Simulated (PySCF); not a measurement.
# GdOF: other functionals and bases at one geometry

Aim: see how levels, charges and forces of GdOF depend on the level of theory. The species was built from a template and needn't be a known compound.

The runs use PySCF 2.14.0; several levels, as the steps say, no spin–orbit coupling.

1 further run of the same task is left out (for a known fault of the program).

## Step 1: The system as given

3 atoms, charge 0, spin multiplicity 1.

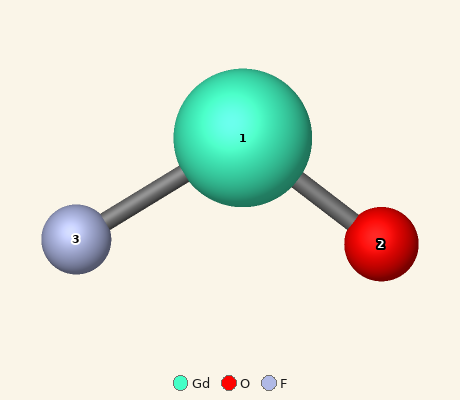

The geometry (gadolinium teal, oxygen red, fluorine light blue); atoms are numbered from 1 in the order of the file.

Geometry (Å):

```mol
FGdO
  3D, bonds by distance, orders not assigned

  3  2  0  0  0  0  0  0  0  0999 V2000
    0.0332    0.0000   -0.3434 Gd  0  0
    1.5387    0.0000    0.7149 O   0  0
   -1.6738    0.0000    0.7971 F   0  0
  1  2  8  0
  1  3  8  0
M  END
```

Formal oxidation states: Gd +3. Each metal's 7 4f electrons lie in its core potential, so multiplicities, spins and levels count the valence alone. An earlier session relaxed this geometry at PBE0, Gd lcecp-1-SVP with ECP53, O def2-SVP, F def2-SVP (singlet, point group Cs).

At PBE0 on the finer grid: E = -210.738524 Eh, HOMO -6.64 eV, LUMO -2.29 eV, Mulliken charge on Gd1 +0.91 e, largest force component 0.008 eV/Å. 

Levels to run: TPSS; PBE; PBE0, TZVP. Hardware: 2 threads of Arm Neoverse V2, shared host.

## Step 2: TPSS

run.py (the lines that set the calculation)

```python
mol = gto.M(atom='''
Gd     0.03322     0.00000    -0.34345
O      1.53872     0.00000     0.71487
F     -1.67375     0.00000     0.79713''',
    basis={'Gd': 'lcecp-1-SVP', 'O': 'def2-SVP', 'F': 'def2-SVP'},
    ecp={'Gd': 'lcecp-1-SVP'},
    charge=0, spin=0)
mf = dft.RKS(mol, xc='TPSS')
mf.grids.atom_grid = (75, 302)  # f atoms: unpruned, at least (60, 302)
mf = mf.density_fit()  # fitting sets: Gd AutoAux, O def2-universal-JKFIT, F def2-universal-JKFIT
mf.conv_tol = 1e-08; mf.max_cycle = 55
mf.kernel(dm0)  # dm0: the density of the relaxed state
```

The run is started by

```bash
$ OMP_NUM_THREADS=2 python run.py
```

Log:

```text
init E= -210.943701140061
  HOMO = -0.186846071716676  LUMO = -0.101589872076968  gap/eV = 2.31994
cycle= 1 E= -210.943500643697  delta_E= 0.0002  |g|= 0.0896  |ddm|= 0.192
  HOMO = -0.208176842533918  LUMO = -0.0939124688194575  gap/eV = 3.10929
cycle= 2 E= -210.924740700948  delta_E= 0.0188  |g|= 0.308  |ddm|= 0.314
  HOMO = -0.187557971530672  LUMO = -0.0976872349360569  gap/eV = 2.44551
cycle= 3 E= -210.944998139263  delta_E= -0.0203  |g|= 0.0494  |ddm|= 0.23
  HOMO = -0.190833885248391  LUMO = -0.0983479525515847  gap/eV = 2.51667
cycle= 4 E= -210.945432476158  delta_E= -0.000434  |g|= 0.0138  |ddm|= 0.04
  HOMO = -0.190588823184841  LUMO = -0.0990790712030538  gap/eV = 2.49011
cycle= 5 E= -210.945482597299  delta_E= -5.01e-05  |g|= 0.00115  |ddm|= 0.0147
  HOMO = -0.190503837383872  LUMO = -0.099018874915572  gap/eV = 2.48943
cycle= 6 E= -210.945482903281  delta_E= -3.06e-07  |g|= 0.000204  |ddm|= 0.00119
  HOMO = -0.190508144942122  LUMO = -0.0990132848655811  gap/eV = 2.48970
cycle= 7 E= -210.945482912645  delta_E= -9.36e-09  |g|= 3.97e-05  |ddm|= 0.000144
  HOMO = -0.19052055001685  LUMO = -0.0990108339243605  gap/eV = 2.49011
Extra cycle  E= -210.945482908309  delta_E= 4.34e-09  |g|= 0.000147  |ddm|= 0.000139
converged SCF energy = -210.945482908309
```

Wall time 2.4 s (2 threads of Arm Neoverse V2, shared host).

Result: E = -210.945483 Eh, HOMO -5.18 eV, LUMO -2.69 eV, Mulliken charge on Gd1 +0.83 e, largest force component 0.815 eV/Å. 

## Step 3: PBE

run.py (the lines that set the calculation): that of step 2 with these lines changed.

```diff
@@ -7,3 +7,3 @@
     charge=0, spin=0)
-mf = dft.RKS(mol, xc='TPSS')
+mf = dft.RKS(mol, xc='PBE')
 mf.grids.atom_grid = (75, 302)  # f atoms: unpruned, at least (60, 302)
```

The run is started by

```bash
$ OMP_NUM_THREADS=2 python run.py
```

Log:

```text
init E= -210.771512993114
  HOMO = -0.181605460891422  LUMO = -0.110299725259168  gap/eV = 1.94033
cycle= 1 E= -210.76529219431  delta_E= 0.00622  |g|= 0.205  |ddm|= 0.324
  HOMO = -0.239059831260686  LUMO = -0.0965785338630738  gap/eV = 3.87711
cycle= 2 E= -210.666108433597  delta_E= 0.0992  |g|= 0.703  |ddm|= 0.692
  HOMO = -0.187630659635945  LUMO = -0.104217580513541  gap/eV = 2.26979
cycle= 3 E= -210.773422546791  delta_E= -0.107  |g|= 0.0894  |ddm|= 0.517
  HOMO = -0.192689666976139  LUMO = -0.105662707797887  gap/eV = 2.36812
cycle= 4 E= -210.774777004966  delta_E= -0.00135  |g|= 0.03  |ddm|= 0.0773
  HOMO = -0.191690996159141  LUMO = -0.10706672669383  gap/eV = 2.30274
cycle= 5 E= -210.774983268167  delta_E= -0.000206  |g|= 0.00731  |ddm|= 0.0335
  HOMO = -0.191615162102817  LUMO = -0.106732907712097  gap/eV = 2.30976
cycle= 6 E= -210.774996770269  delta_E= -1.35e-05  |g|= 0.00135  |ddm|= 0.00646
  HOMO = -0.19169794199401  LUMO = -0.106714449351735  gap/eV = 2.31252
cycle= 7 E= -210.774997191024  delta_E= -4.21e-07  |g|= 7.98e-05  |ddm|= 0.00103
  HOMO = -0.191701804062037  LUMO = -0.106714060136749  gap/eV = 2.31263
cycle= 8 E= -210.774997192401  delta_E= -1.38e-09  |g|= 1.29e-05  |ddm|= 6.74e-05
  HOMO = -0.191705097282889  LUMO = -0.106713966985673  gap/eV = 2.31273
Extra cycle  E= -210.774997191987  delta_E= 4.14e-10  |g|= 4.56e-05  |ddm|= 4.21e-05
converged SCF energy = -210.774997191987
```

Run time: 1.9 s. Hardware: 2 threads of Arm Neoverse V2, shared host.

Read off: E = -210.774997 Eh, HOMO -5.22 eV, LUMO -2.90 eV, Mulliken charge on Gd1 +0.75 e, largest force component 0.703 eV/Å. 

## Step 4: PBE0, TZVP

Basis: Gd lcecp-1-TZVP with ECP53, O def2-TZVP, F def2-TZVP. 

run.py (the lines that set the calculation)

```python
mol = gto.M(atom='''
Gd     0.03322     0.00000    -0.34345
O      1.53872     0.00000     0.71487
F     -1.67375     0.00000     0.79713''',
    basis={'Gd': 'lcecp-1-TZVP', 'O': 'def2-TZVP', 'F': 'def2-TZVP'},
    ecp={'Gd': 'lcecp-1-TZVP'},
    charge=0, spin=0)
mf = dft.RKS(mol, xc='PBE0')
mf.grids.atom_grid = (75, 302)  # f atoms: unpruned, at least (60, 302)
mf = mf.density_fit()  # fitting sets: Gd AutoAux, O def2-universal-JKFIT, F def2-universal-JKFIT
mf.conv_tol = 1e-08; mf.max_cycle = 55
mf.kernel(dm0)  # dm0: free metal ions and neutral atoms
```

The run is started by

```bash
$ OMP_NUM_THREADS=2 python run.py
```

Log:

```text
init E= -216.012607670413
  HOMO = -0.213201192585871  LUMO = -0.108351661073108  gap/eV = 2.85310
cycle= 1 E= -210.726459678544  delta_E= 5.29  |g|= 1.36  |ddm|= 1.92
  HOMO = -0.240251503548177  LUMO = -0.0769165877509437  gap/eV = 4.44457
cycle= 2 E= -210.513175673022  delta_E= 0.213  |g|=  1.8  |ddm|= 1.21
  HOMO = -0.229658598619091  LUMO = -0.0862714242863426  gap/eV = 3.90176
cycle= 3 E= -210.952178000614  delta_E= -0.439  |g|= 0.113  |ddm|= 0.726
  HOMO = -0.269091793558063  LUMO = -0.0808964798204873  gap/eV = 5.12106
cycle= 4 E= -210.940132078724  delta_E= 0.012  |g|= 0.276  |ddm|= 0.226
  HOMO = -0.245149038221894  LUMO = -0.0832571164890542  gap/eV = 4.40530
cycle= 5 E= -210.955221393188  delta_E= -0.0151  |g|= 0.0204  |ddm|= 0.131
  HOMO = -0.243575764042384  LUMO = -0.0837233923333079  gap/eV = 4.34980
cycle= 6 E= -210.95531608102  delta_E= -9.47e-05  |g|= 0.00215  |ddm|= 0.0149
  HOMO = -0.243464798572396  LUMO = -0.0835778391902979  gap/eV = 4.35075
cycle= 7 E= -210.955317117659  delta_E= -1.04e-06  |g|= 0.000612  |ddm|= 0.00247
  HOMO = -0.243457818805158  LUMO = -0.0835662352442257  gap/eV = 4.35087
cycle= 8 E= -210.955317194974  delta_E= -7.73e-08  |g|= 9.69e-05  |ddm|= 0.00056
  HOMO = -0.243473124802857  LUMO = -0.0835708759894115  gap/eV = 4.35116
cycle= 9 E= -210.955317198871  delta_E= -3.9e-09  |g|= 3.39e-05  |ddm|= 0.000194
  HOMO = -0.243474921896759  LUMO = -0.0835662412532483  gap/eV = 4.35134
Extra cycle  E= -210.955317198486  delta_E= 3.86e-10  |g|= 6.78e-05  |ddm|= 0.0001
converged SCF energy = -210.955317198486
```

Wall time 5.8 s (2 threads of Arm Neoverse V2, shared host).

Read off: E = -210.955317 Eh, HOMO -6.63 eV, LUMO -2.27 eV, Mulliken charge on Gd1 +1.29 e, largest force component 0.219 eV/Å. 

## Step 5: All levels side by side

| level | state | HOMO (eV) | gap (eV) | charge on Gd1 (e) | dipole (D) | largest force (eV/Å) | basis functions | time |
| --- | --- | --- | --- | --- | --- | --- | --- | --- |
| PBE0 (relaxed here) | singlet | -6.64 | 4.35 | 0.91 | 7.60 | 0.01 | 61 | 3.6 s |
| TPSS | singlet | -5.18 | 2.49 | 0.83 | 7.18 | 0.81 | 61 | 2.4 s |
| PBE | singlet | -5.22 | 2.31 | 0.75 | 6.97 | 0.70 | 61 | 1.9 s |
| PBE0, TZVP | singlet | -6.63 | 4.35 | 1.29 | 7.85 | 0.22 | 109 | 5.8 s |

Times are on 2 threads of Arm Neoverse V2, shared host; the first row also made further properties.

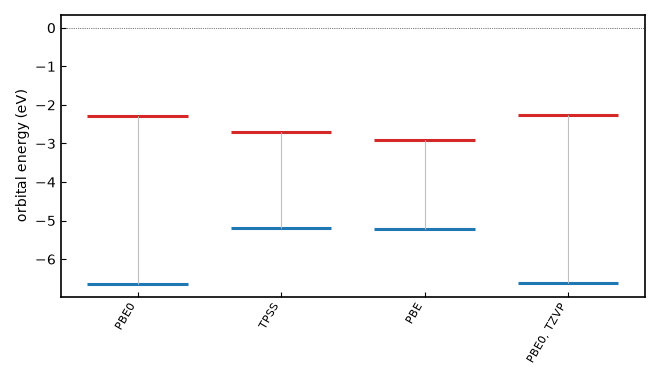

Highest filled and lowest empty level, method by method.

In one basis the HOMO–LUMO gap runs from 2.31 eV (PBE) to 4.35 eV (PBE0). The largest leftover force, 0.81 eV/Å with TPSS, stands at a geometry relaxed at another level. The Mulliken charge on Gd spans +0.75 to +1.29 e over the levels. With 4f in the core, its levels are missing from HOMO and gap. Total energies of different levels can't be compared. Spin–orbit coupling is left out throughout.
